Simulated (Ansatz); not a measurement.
# SiNH3 (triplet): from Hartree-Fock to the top rungs at distance N1–H4 along a hydrogen transfer = 1.118 Å, cc-pVDZ

How much of the correlation energy of SiNH3 (triplet) does each wave-function method recover here?

Computed with Ansatz 0.2.0, Gaussian basis. Level: cc-pVDZ, core rule «outside noble gas», up to 6 orbitals frozen.

To be run: UHF; CCSD(T) on ROHF; CCSD(T) on UHF; BCCD(T) on ROHF; CISD; CCSDT(Q) on ROHF; CCSDT(Q) on UHF; CASSCF and MRCISD+Q, 4 electrons in 4 orbitals; CASSCF and NEVPT2, 4 electrons in 4 orbitals.

8 further runs of the same task are left out: 2 for a mislabelled method, 3 that didn't finish, 3 set aside as unsound or not needed.

## Step 1: What is computed

The geometry derives from fragments relaxed apart (PBE0/def2-TZVP) and kept rigid, so it is no stationary point. A hydrogen atom is moved between rigid fragments.

5 atoms, charge 0, spin multiplicity 3.

Atoms are counted from 1 here; the program's logs count them from 0.

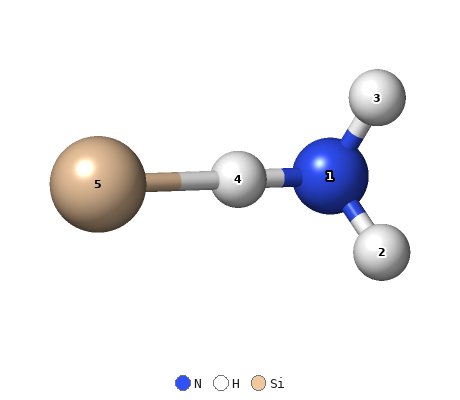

The structure; nitrogen blue, hydrogen white, silicon light orange; atoms are numbered from 1 in the order of the file.

Coordinates:

```
N    -1.7678   -0.0126   -0.0197
H    -2.0651    0.9552   -0.0197
H    -2.0651   -0.4149    0.8606
H    -0.6498   -0.0126   -0.0197
Si    1.0532   -0.0126   -0.0197
```

## Step 2: UHF

The input, in.yaml:

```yaml
crystal:
  periodic: [false, false, false]
  atoms:
    - {symbol: N, position_ang: [-1.767815, -0.012635, -0.019666]}
    - {symbol: H, position_ang: [-2.065095, 0.955198, -0.019665]}
    - {symbol: H, position_ang: [-2.065094, -0.414934, 0.860594]}
    - {symbol: H, position_ang: [-0.649815, -0.012635, -0.019666]}
    - {symbol: Si, position_ang: [1.053185, -0.012634, -0.019666]}
basis:
  gaussian: {orbitals: cc-pVDZ}
magnetization: {spin_polarized: true, initial_magnetization: 2}
hamiltonian: {xc: hf}
output: {orbitals: {seedname: orbitals}}
```

On the command line:

```console
$ ansatz run in.yaml --threads 1 --pin off --events-out ev --progress --plain --max-ram 2393MiB
```

Further steps of the session: CCSD(T) on ROHF; CCSD(T) on UHF; BCCD(T) on ROHF; CISD; CCSDT(Q) on ROHF; CCSDT(Q) on UHF; CASSCF and MRCISD+Q, 4 electrons in 4 orbitals; CASSCF and NEVPT2, 4 electrons in 4 orbitals.

**Question.** What will the summary of the whole plan be? Wanted: UCCSDT(Q) below the RHF energy; RMP2 from UCCSDT(Q); UMP2 from UCCSDT(Q); RCCSD from UCCSDT(Q); RCCSD(T) from UCCSDT(Q); UCCSD(T) from UCCSDT(Q); RCCSDT(Q) from UCCSDT(Q); NEVPT2 pair from UCCSDT(Q); MRCISD+Q pair from UCCSDT(Q).

As calculated:

| quantity | value |
| --- | --- |
| UCCSDT(Q) below the RHF energy | -7.9180 eV |
| RMP2 from UCCSDT(Q) | +1143.2 meV |
| UMP2 from UCCSDT(Q) | +1137.8 meV |
| RCCSD from UCCSDT(Q) | +235.6 meV |
| RCCSD(T) from UCCSDT(Q) | +39.4 meV |
| UCCSD(T) from UCCSDT(Q) | +38.7 meV |
| RCCSDT(Q) from UCCSDT(Q) | +0.5 meV |
| NEVPT2 pair from UCCSDT(Q) | +1210.3 meV |
| MRCISD+Q pair from UCCSDT(Q) | +75.4 meV |
| levels within 1 kcal/mol (43 meV) | RCCSD(T), UCCSD(T), BCCD(T), RCCSDT, UCCSDT, RCCSDT(Q) |
| T1 diagnostic | 0.021 |

RCCSD(T) lands +39.4 meV from the yardstick (0.5 % of the correlation energy). Of the multireference levels listed MRCISD+Q pair comes nearest in total energy (+75.4 meV), which doesn't show that its space is the better one. These misses are within one basis, not against nature; the frozen cores of restricted and unrestricted runs differ, which can shift their rows.
